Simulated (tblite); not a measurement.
## Geometry relaxation of C₆H₆BCl₂ (part 2 of 2)

Continued. System: C₆H₆BCl₂, multiplicity 2, SMILES ClB(Cl)C1=CC=CC[CH]1. Method: GFN2-xTB geometry optimisation, gas phase (tblite 0.8.0). It belongs to a series of runs on one base structure; here: H added to aryl C.

Trajectory as extended XYZ, continued:
```
15
Properties=species:S:1:pos:R:3:forces:R:3 step=55 energy=-713.77713
Cl    3.2515    1.5436   -1.0027   -0.0360  -0.0330   0.0050
B     2.3277    0.0915   -0.9056    0.0060   0.0470   0.0210
Cl    3.0876   -1.3656   -1.4213   -0.0180  -0.0060  -0.0180
C     0.8685    0.0917   -0.3492   -0.0040  -0.0070  -0.0110
C     0.3272    1.2599    0.2495   -0.0050  -0.0030   0.0260
C    -0.9435    1.2398    0.8391   -0.0340  -0.0060  -0.0460
C    -1.7304    0.1359    0.7960   -0.0200  -0.0130  -0.0240
C    -1.3003   -1.1112    0.1038    0.0470  -0.0040   0.0270
C     0.0942   -1.0405   -0.4085    0.0090   0.0070  -0.0100
H     0.9103    2.1647    0.2768    0.0520  -0.0140  -0.0020
H    -1.2962    2.1338    1.3348   -0.0020  -0.0280  -0.0090
H    -2.7069    0.1264    1.2558   -0.0050   0.0130   0.0060
H    -1.9929   -1.3454   -0.7233    0.0250   0.0420  -0.0110
H    -1.3943   -1.9731    0.7811   -0.0070  -0.0220   0.0500
H     0.4930   -1.9435   -0.8481   -0.0080   0.0260  -0.0030
15
Properties=species:S:1:pos:R:3:forces:R:3 step=58 energy=-713.77975
Cl    3.2474    1.5422   -1.0109   -0.0070   0.0100   0.0190
B     2.3269    0.0934   -0.9069    0.0130  -0.0350  -0.0210
Cl    3.0676   -1.3569   -1.4817   -0.0390   0.0320   0.0160
C     0.8780    0.0873   -0.3260   -0.0290   0.0260  -0.0320
C     0.3371    1.2556    0.2735   -0.0230  -0.0180   0.0410
C    -0.9473    1.2432    0.8346   -0.0540  -0.0120  -0.0300
C    -1.7417    0.1441    0.7769    0.0170  -0.0380   0.0110
C    -1.2957   -1.1140    0.1144    0.0230  -0.0190  -0.0050
C     0.0997   -1.0407   -0.3941    0.0270  -0.0520   0.0110
H     0.9317    2.1528    0.3144    0.0160  -0.0060   0.0090
H    -1.3100    2.1394    1.3206    0.0220  -0.0300  -0.0300
H    -2.7299    0.1400    1.2141    0.0360   0.0300  -0.0140
H    -1.9747   -1.3693   -0.7176   -0.0020   0.0410   0.0070
H    -1.3914   -1.9675    0.8061    0.0120   0.0450   0.0160
H     0.4978   -1.9417   -0.8392   -0.0120   0.0250   0.0020
15
Properties=species:S:1:pos:R:3:forces:R:3 step=61 energy=-713.78116
Cl    3.2477    1.5428   -1.0081    0.0030   0.0130   0.0190
B     2.3267    0.0937   -0.9099   -0.0360   0.0080  -0.0030
Cl    3.0563   -1.3513   -1.5018   -0.0090  -0.0060   0.0000
C     0.8796    0.0871   -0.3221   -0.0040  -0.0050   0.0000
C     0.3422    1.2505    0.2900    0.0090  -0.0040  -0.0350
C    -0.9507    1.2417    0.8306    0.0190   0.0120  -0.0150
C    -1.7452    0.1442    0.7686    0.0200   0.0030   0.0010
C    -1.2915   -1.1177    0.1205   -0.0180  -0.0100  -0.0060
C     0.1021   -1.0415   -0.3928   -0.0050  -0.0140   0.0120
H     0.9422    2.1450    0.3348   -0.0210  -0.0230   0.0260
H    -1.3167    2.1397    1.3071   -0.0020   0.0140   0.0000
H    -2.7388    0.1522    1.1913    0.0080  -0.0090  -0.0120
H    -1.9712   -1.3840   -0.7082    0.0140   0.0130   0.0380
H    -1.3823   -1.9577    0.8292    0.0170   0.0120  -0.0230
H     0.4951   -1.9369   -0.8511    0.0030  -0.0040  -0.0020
15
Properties=species:S:1:pos:R:3:forces:R:3 step=65 energy=-713.78183
Cl    3.2491    1.5432   -0.9996   -0.0080  -0.0030   0.0190
B     2.3236    0.0950   -0.9122    0.0060   0.0040  -0.0170
Cl    3.0491   -1.3473   -1.5167   -0.0070   0.0010   0.0000
C     0.8790    0.0858   -0.3220    0.0010  -0.0040   0.0010
C     0.3460    1.2471    0.2959   -0.0080   0.0010   0.0010
C    -0.9513    1.2443    0.8243   -0.0060  -0.0010   0.0120
C    -1.7471    0.1483    0.7579   -0.0020   0.0000   0.0090
C    -1.2896   -1.1198    0.1257    0.0130   0.0040   0.0070
C     0.1001   -1.0417   -0.3967    0.0000   0.0060  -0.0150
H     0.9506    2.1359    0.3615    0.0120   0.0030  -0.0050
H    -1.3194    2.1433    1.2977    0.0030   0.0090  -0.0130
H    -2.7453    0.1603    1.1688   -0.0040  -0.0060  -0.0040
H    -1.9750   -1.4059   -0.6891    0.0000   0.0060  -0.0040
H    -1.3652   -1.9483    0.8489    0.0050  -0.0070   0.0010
H     0.4908   -1.9322   -0.8663   -0.0040  -0.0130   0.0070
15
Properties=species:S:1:pos:R:3:forces:R:3 step=68 energy=-713.78200
Cl    3.2482    1.5433   -0.9960    0.0050   0.0090   0.0100
B     2.3226    0.0962   -0.9149   -0.0010  -0.0150   0.0080
Cl    3.0471   -1.3472   -1.5180   -0.0020   0.0040  -0.0090
C     0.8793    0.0851   -0.3217   -0.0050   0.0110  -0.0140
C     0.3456    1.2467    0.2958    0.0050   0.0000   0.0090
C    -0.9516    1.2447    0.8246    0.0030   0.0010   0.0000
C    -1.7463    0.1479    0.7596   -0.0030   0.0020   0.0020
C    -1.2880   -1.1199    0.1271   -0.0070  -0.0010   0.0010
C     0.1005   -1.0422   -0.3977    0.0000   0.0040   0.0060
H     0.9520    2.1346    0.3626    0.0010  -0.0010  -0.0080
H    -1.3202    2.1456    1.2943    0.0030   0.0030  -0.0070
H    -2.7457    0.1595    1.1673   -0.0030  -0.0040   0.0030
H    -1.9741   -1.4032   -0.6884    0.0000  -0.0020   0.0020
H    -1.3642   -1.9494    0.8492    0.0060  -0.0010  -0.0040
H     0.4904   -1.9337   -0.8658    0.0000  -0.0080   0.0020
15
Properties=species:S:1:pos:R:3:forces:R:3 step=71 energy=-713.78209
Cl    3.2481    1.5441   -0.9926    0.0020  -0.0070   0.0080
B     2.3221    0.0956   -0.9156    0.0040   0.0100   0.0070
Cl    3.0452   -1.3461   -1.5223    0.0020   0.0010  -0.0100
C     0.8788    0.0856   -0.3228    0.0000  -0.0050  -0.0010
C     0.3463    1.2463    0.2973    0.0020  -0.0010  -0.0040
C    -0.9515    1.2450    0.8247    0.0010   0.0000  -0.0050
C    -1.7468    0.1484    0.7592    0.0010  -0.0020  -0.0010
C    -1.2878   -1.1198    0.1279   -0.0020  -0.0010  -0.0020
C     0.1004   -1.0419   -0.3977   -0.0030  -0.0030   0.0020
H     0.9537    2.1334    0.3646   -0.0030   0.0010  -0.0070
H    -1.3199    2.1472    1.2916   -0.0020   0.0010   0.0020
H    -2.7472    0.1592    1.1647    0.0000   0.0030   0.0050
H    -1.9740   -1.4047   -0.6869   -0.0010  -0.0010   0.0030
H    -1.3616   -1.9493    0.8502   -0.0010   0.0000   0.0010
H     0.4898   -1.9349   -0.8641    0.0000   0.0040   0.0010
15
Properties=species:S:1:pos:R:3:forces:R:3 step=74 energy=-713.78215
Cl    3.2486    1.5436   -0.9881    0.0080   0.0000   0.0100
B     2.3226    0.0960   -0.9139   -0.0010  -0.0080  -0.0100
Cl    3.0455   -1.3455   -1.5237   -0.0010   0.0090  -0.0040
C     0.8779    0.0856   -0.3247    0.0050  -0.0030   0.0150
C     0.3463    1.2464    0.2960   -0.0090  -0.0010  -0.0070
C    -0.9516    1.2455    0.8234   -0.0040  -0.0010   0.0030
C    -1.7468    0.1485    0.7593    0.0010   0.0010   0.0030
C    -1.2881   -1.1200    0.1282    0.0030   0.0000   0.0020
C     0.0995   -1.0420   -0.3986    0.0040  -0.0020  -0.0050
H     0.9541    2.1332    0.3629   -0.0040   0.0010  -0.0060
H    -1.3196    2.1481    1.2906    0.0000  -0.0080  -0.0030
H    -2.7468    0.1588    1.1666    0.0080   0.0060   0.0000
H    -1.9753   -1.4055   -0.6853   -0.0040  -0.0020  -0.0040
H    -1.3600   -1.9498    0.8504   -0.0050   0.0040   0.0050
H     0.4892   -1.9349   -0.8650   -0.0020   0.0050   0.0020
15
Properties=species:S:1:pos:R:3:forces:R:3 step=77 energy=-713.78241
Cl    3.2540    1.5413   -0.9638    0.0190   0.0150   0.0100
B     2.3237    0.0971   -0.9107   -0.0120  -0.0390  -0.0240
Cl    3.0431   -1.3384   -1.5402   -0.0030   0.0090   0.0010
C     0.8774    0.0829   -0.3253    0.0070   0.0130   0.0110
C     0.3458    1.2450    0.2926   -0.0110   0.0090  -0.0050
C    -0.9521    1.2464    0.8199    0.0000  -0.0010   0.0010
C    -1.7465    0.1484    0.7612   -0.0010   0.0060  -0.0070
C    -1.2884   -1.1213    0.1309    0.0040   0.0070   0.0080
C     0.0978   -1.0437   -0.4002    0.0110   0.0090   0.0020
H     0.9536    2.1323    0.3539   -0.0090   0.0020   0.0030
H    -1.3203    2.1515    1.2824    0.0010  -0.0160  -0.0010
H    -2.7463    0.1617    1.1690    0.0130  -0.0070  -0.0030
H    -1.9783   -1.4095   -0.6791   -0.0020  -0.0020  -0.0020
H    -1.3551   -1.9496    0.8552   -0.0130   0.0020   0.0080
H     0.4870   -1.9360   -0.8676   -0.0030  -0.0050   0.0000
15
Properties=species:S:1:pos:R:3:forces:R:3 step=81 energy=-713.78274
Cl    3.2620    1.5385   -0.9363    0.0010  -0.0170   0.0050
B     2.3232    0.0949   -0.9124    0.0090   0.0290   0.0030
Cl    3.0350   -1.3262   -1.5749   -0.0040  -0.0160  -0.0050
C     0.8797    0.0803   -0.3204   -0.0070   0.0000  -0.0240
C     0.3460    1.2438    0.2925    0.0080   0.0040  -0.0050
C    -0.9530    1.2473    0.8157    0.0020   0.0010  -0.0020
C    -1.7477    0.1499    0.7578    0.0020  -0.0020  -0.0010
C    -1.2873   -1.1224    0.1355    0.0010  -0.0050  -0.0010
C     0.0993   -1.0457   -0.3952   -0.0010  -0.0060   0.0060
H     0.9532    2.1311    0.3507    0.0000   0.0180   0.0090
H    -1.3223    2.1538    1.2730   -0.0060   0.0030   0.0070
H    -2.7487    0.1662    1.1614   -0.0040  -0.0110   0.0030
H    -1.9772   -1.4165   -0.6727    0.0060  -0.0010  -0.0030
H    -1.3534   -1.9474    0.8640   -0.0110   0.0070   0.0100
H     0.4870   -1.9396   -0.8608    0.0060  -0.0040  -0.0020
15
Properties=species:S:1:pos:R:3:forces:R:3 step=84 energy=-713.78306
Cl    3.2708    1.5336   -0.9074    0.0080  -0.0190  -0.0030
B     2.3241    0.0955   -0.9137    0.0010   0.0120   0.0050
Cl    3.0295   -1.3199   -1.5979   -0.0110   0.0020   0.0020
C     0.8791    0.0804   -0.3246   -0.0070   0.0010  -0.0060
C     0.3449    1.2460    0.2851   -0.0070  -0.0040  -0.0020
C    -0.9532    1.2483    0.8110   -0.0060   0.0030   0.0090
C    -1.7469    0.1500    0.7573    0.0020   0.0000   0.0150
C    -1.2867   -1.1234    0.1384   -0.0010  -0.0050  -0.0020
C     0.1007   -1.0479   -0.3909   -0.0030  -0.0040  -0.0140
H     0.9494    2.1357    0.3410   -0.0010  -0.0010   0.0020
H    -1.3232    2.1540    1.2698   -0.0010   0.0050  -0.0020
H    -2.7461    0.1632    1.1653   -0.0030   0.0030   0.0010
H    -1.9760   -1.4167   -0.6706    0.0090  -0.0060  -0.0100
H    -1.3582   -1.9466    0.8685    0.0040   0.0070   0.0020
H     0.4874   -1.9441   -0.8533    0.0150   0.0060   0.0030
15
Properties=species:S:1:pos:R:3:forces:R:3 step=87 energy=-713.78321
Cl    3.2769    1.5289   -0.8906    0.0170   0.0010  -0.0030
B     2.3239    0.0971   -0.9133   -0.0090  -0.0210  -0.0030
Cl    3.0247   -1.3154   -1.6099   -0.0100   0.0030   0.0020
C     0.8777    0.0802   -0.3273    0.0000   0.0070   0.0040
C     0.3438    1.2461    0.2818   -0.0090   0.0060   0.0020
C    -0.9536    1.2488    0.8098   -0.0040   0.0000  -0.0030
C    -1.7464    0.1498    0.7589   -0.0040  -0.0040  -0.0070
C    -1.2863   -1.1243    0.1400    0.0030   0.0070   0.0010
C     0.1004   -1.0492   -0.3914    0.0000   0.0160  -0.0010
H     0.9478    2.1367    0.3361   -0.0050  -0.0100  -0.0010
H    -1.3238    2.1557    1.2658   -0.0010   0.0040   0.0050
H    -2.7459    0.1634    1.1665    0.0010   0.0000   0.0030
H    -1.9750   -1.4197   -0.6690    0.0040  -0.0020   0.0020
H    -1.3572   -1.9447    0.8728    0.0060  -0.0070  -0.0020
H     0.4886   -1.9454   -0.8521    0.0110  -0.0010   0.0000
15
Properties=species:S:1:pos:R:3:forces:R:3 step=90 energy=-713.78336
Cl    3.2865    1.5217   -0.8739    0.0060  -0.0010   0.0010
B     2.3228    0.0963   -0.9142    0.0020   0.0060  -0.0030
Cl    3.0150   -1.3084   -1.6322   -0.0100  -0.0140   0.0000
C     0.8769    0.0810   -0.3275    0.0050   0.0030   0.0060
C     0.3418    1.2470    0.2802    0.0030   0.0030   0.0030
C    -0.9558    1.2502    0.8072   -0.0020  -0.0020  -0.0030
C    -1.7477    0.1505    0.7568   -0.0040  -0.0010  -0.0080
C    -1.2851   -1.1250    0.1425    0.0020   0.0000  -0.0040
C     0.1015   -1.0495   -0.3891    0.0030   0.0030   0.0080
H     0.9465    2.1365    0.3361    0.0010   0.0050  -0.0040
H    -1.3253    2.1580    1.2623   -0.0070  -0.0030   0.0020
H    -2.7476    0.1643    1.1630   -0.0020  -0.0020   0.0040
H    -1.9712   -1.4252   -0.6669   -0.0050   0.0030   0.0060
H    -1.3565   -1.9427    0.8785    0.0120  -0.0050  -0.0070
H     0.4937   -1.9468   -0.8448   -0.0030   0.0050  -0.0010
15
Properties=species:S:1:pos:R:3:forces:R:3 step=94 energy=-713.78354
Cl    3.2966    1.5157   -0.8650   -0.0060  -0.0100  -0.0010
B     2.3230    0.0970   -0.9147    0.0040  -0.0020   0.0060
Cl    3.0075   -1.3112   -1.6354   -0.0060   0.0020   0.0000
C     0.8764    0.0842   -0.3293    0.0010   0.0000   0.0030
C     0.3390    1.2498    0.2769    0.0040   0.0000   0.0010
C    -0.9581    1.2507    0.8056    0.0030   0.0040   0.0010
C    -1.7487    0.1498    0.7564    0.0080   0.0030   0.0160
C    -1.2842   -1.1250    0.1420   -0.0030  -0.0010   0.0020
C     0.1024   -1.0474   -0.3893    0.0000  -0.0080  -0.0070
H     0.9437    2.1393    0.3313   -0.0040   0.0140   0.0000
H    -1.3282    2.1577    1.2627   -0.0030  -0.0090  -0.0060
H    -2.7462    0.1616    1.1693    0.0040  -0.0050  -0.0100
H    -1.9717   -1.4253   -0.6659    0.0020  -0.0020  -0.0040
H    -1.3528   -1.9441    0.8769    0.0060   0.0040  -0.0030
H     0.4968   -1.9448   -0.8434   -0.0100   0.0090   0.0030
15
Properties=species:S:1:pos:R:3:forces:R:3 step=97 energy=-713.78364
Cl    3.3029    1.5101   -0.8537    0.0000   0.0010  -0.0020
B     2.3230    0.0973   -0.9145   -0.0030  -0.0150   0.0090
Cl    3.0000   -1.3096   -1.6444    0.0020  -0.0010  -0.0050
C     0.8765    0.0850   -0.3290   -0.0010   0.0010   0.0000
C     0.3390    1.2507    0.2768    0.0000   0.0060   0.0000
C    -0.9586    1.2511    0.8046    0.0000  -0.0010  -0.0050
C    -1.7482    0.1495    0.7573    0.0060  -0.0080  -0.0040
C    -1.2833   -1.1254    0.1434    0.0070   0.0030   0.0010
C     0.1027   -1.0469   -0.3895   -0.0040   0.0100  -0.0010
H     0.9419    2.1419    0.3289   -0.0060   0.0020   0.0010
H    -1.3316    2.1580    1.2582    0.0000   0.0080   0.0050
H    -2.7466    0.1616    1.1679    0.0020  -0.0040  -0.0050
H    -1.9712   -1.4288   -0.6632    0.0030   0.0030   0.0040
H    -1.3480   -1.9429    0.8799   -0.0020  -0.0070   0.0030
H     0.4968   -1.9436   -0.8446   -0.0060   0.0010   0.0000
15
Properties=species:S:1:pos:R:3:forces:R:3 step=100 energy=-713.78369
Cl    3.3079    1.5052   -0.8442    0.0000   0.0000   0.0000
B     2.3232    0.0958   -0.9133   -0.0010   0.0010   0.0020
Cl    2.9942   -1.3073   -1.6553    0.0030  -0.0050  -0.0020
C     0.8767    0.0858   -0.3282   -0.0010   0.0020   0.0000
C     0.3388    1.2521    0.2765   -0.0030   0.0000  -0.0010
C    -0.9596    1.2521    0.8024   -0.0010  -0.0020   0.0050
C    -1.7478    0.1494    0.7568   -0.0010  -0.0010  -0.0030
C    -1.2819   -1.1260    0.1453    0.0020  -0.0030  -0.0010
C     0.1030   -1.0460   -0.3891    0.0010   0.0000   0.0000
H     0.9405    2.1441    0.3283   -0.0010  -0.0010   0.0000
H    -1.3341    2.1590    1.2553    0.0030   0.0030  -0.0010
H    -2.7470    0.1612    1.1652    0.0000  -0.0010   0.0000
H    -1.9702   -1.4315   -0.6601    0.0020   0.0020   0.0010
H    -1.3450   -1.9430    0.8829    0.0000   0.0000   0.0010
H     0.4968   -1.9429   -0.8443   -0.0020   0.0040   0.0000
```

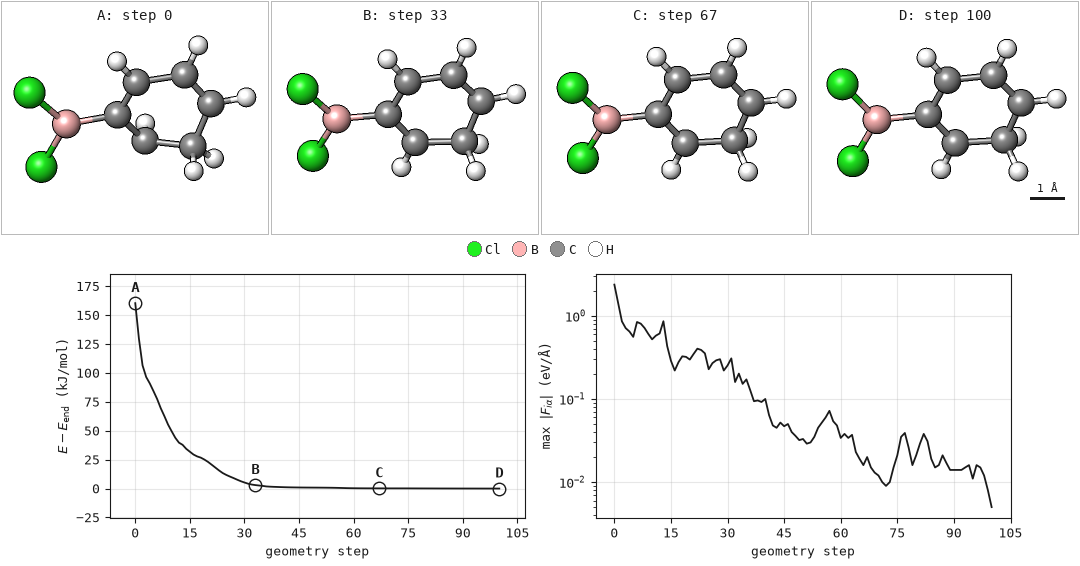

**Figure 1.** Frames of the relaxation (ball-and-stick view, seen at a tilt) above the curves, on which the letters mark them (steps are counted from 0).

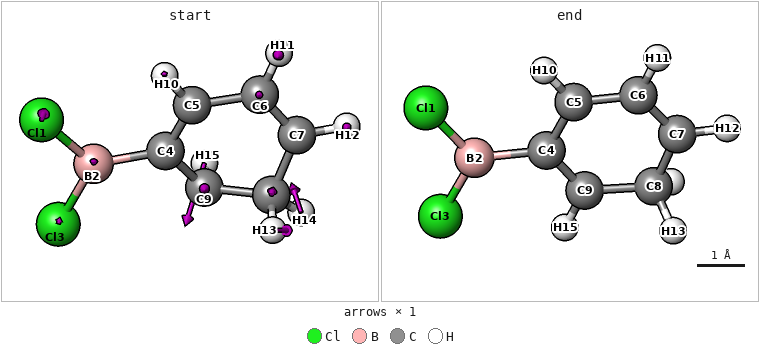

**Figure 2.** Before (left) and after (right) the relaxation, at one scale (ball-and-stick view, seen at a tilt). The pink arrows give the displacements, at true length. H15 moves most after the best rigid fit: 1.60 Å. By element the largest moves are H 1.60 Å, Cl 0.49 Å, C 0.30 Å, B 0.18 Å. Distances before and after: C4–C9 1.517 → 1.372 Å, B2–Cl3 1.854 → 1.723 Å, C4–C5 1.344 → 1.420 Å, C5–C6 1.475 → 1.401 Å. Among the angles that change: C4–C9–C8 111.1° → 123.6°, C4–C9–H15 109.4° → 119.9°, C8–C9–H15 109.6° → 116.5°. Over 100 geometry steps the energy falls by 160.4 kJ/mol. Largest force component: 2.4 eV/Å at the start, 0.005 eV/Å at the end. (Atoms are counted from 1 in the order of the input.)

This output came from the following input.

Input file:
```
{"job": {"kind": "relax", "xc": "GFN2-xTB", "basis": "xTB"}, "charge": 0, "multiplicity": 2}
Cl     3.227300     1.709700    -1.293100
B      2.271000     0.138900    -1.106300
Cl     2.991700    -1.405500    -1.835800
C      0.889400     0.095400    -0.356500
C      0.372200     1.177900     0.249300
C     -0.933800     1.114700     0.930900
C     -1.710200     0.041400     0.809000
C     -1.327000    -1.073400    -0.118900
C      0.196000    -1.245300    -0.203800
H      0.891600     2.126500     0.228700
H     -1.251900     1.946600     1.544300
H     -2.664600    -0.000900     1.332500
H     -1.728900    -0.841700    -1.125900
H     -1.790800    -2.029400     0.215200
H      0.563500    -1.747100     0.708400
```

The first line tells a small driver script what to run in tblite; the rest is the geometry in Å.

Launch command:
```bash
OMP_NUM_THREADS=1 python <driver script> task.json out
```

Key numbers:

```csv
quantity,value
outcome,converged
total energy,−713.7837 eV
hardware,"1 CPU thread, shared host"
wall time,0.89 s
peak memory,0.18 GiB
```
